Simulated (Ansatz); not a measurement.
H$_{4}$O$_{4}$Ti

```yaml
atoms:
  - { symbol: O, position_ang: [-0.1253, 1.2684, -1.2727] }
  - { symbol: Ti, position_ang: [0.0001, 0.0001, -0.0001] }
  - { symbol: O, position_ang: [1.6517, -0.7153, -0.0661] }
  - { symbol: O, position_ang: [-1.2356, -1.2792, -0.2838] }
  - { symbol: O, position_ang: [-0.2905, 0.7263, 1.6223] }
  - { symbol: H, position_ang: [-0.8135, 1.4140, -1.9229] }
  - { symbol: H, position_ang: [2.2710, -0.8860, 0.6445] }
  - { symbol: H, position_ang: [-1.1231, -2.1763, -0.6006] }
  - { symbol: H, position_ang: [-0.3348, 1.6480, 1.8794] }
```

Geometry: PBE0-D4/def2-TZVP.

Computed with isolated molecule in a Gaussian basis; Hartree-Fock (Ansatz 0.2.0).

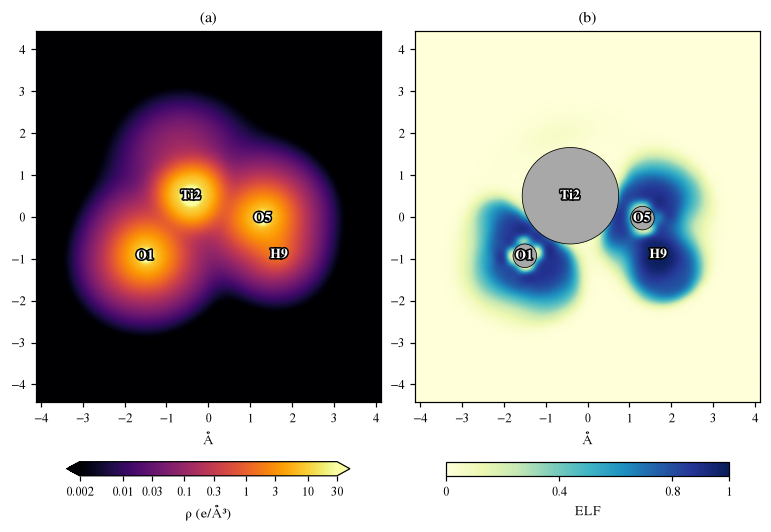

Figure 1. (a) electron density; (b) ELF on the plane of atoms O1, Ti2 and O5. Grey discs cover the atomic cores in the ELF map.

Describe what can be read from this map.

- The section cuts through O, Ti and H sites.
- Ti–O (1.80 Å): ρ at the midpoint is about 0.99 e/Å³; the ELF peaks at about 0.85 in the valence shell of O, 0.5 Å from its nucleus, and is about 0.25 at the midpoint.
- O–H (0.96 Å): the density is about 3.7 e/Å³ at the midpoint; the ELF climbs to about 1 towards the hydrogen, as it does in any bond to H: an ordinary covalent bond to hydrogen.

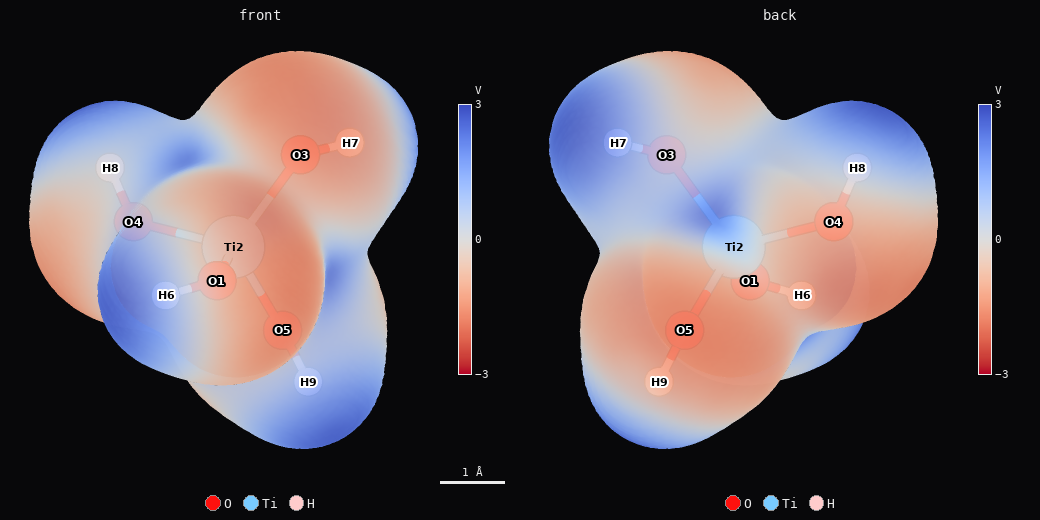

Figure 2. The molecular electrostatic potential painted on the density surface at 0.002 e/bohr³, seen from the front and from behind; red is negative and blue positive.

Describe the electrostatic potential map.

The most negative region (about −1.7 V, or −39 kcal/mol for a unit charge) lies over O1, O3, O4 and O5, the most positive (about +2.6 V, or +60 kcal/mol for a unit charge) over H6, H7, H8 and H9.
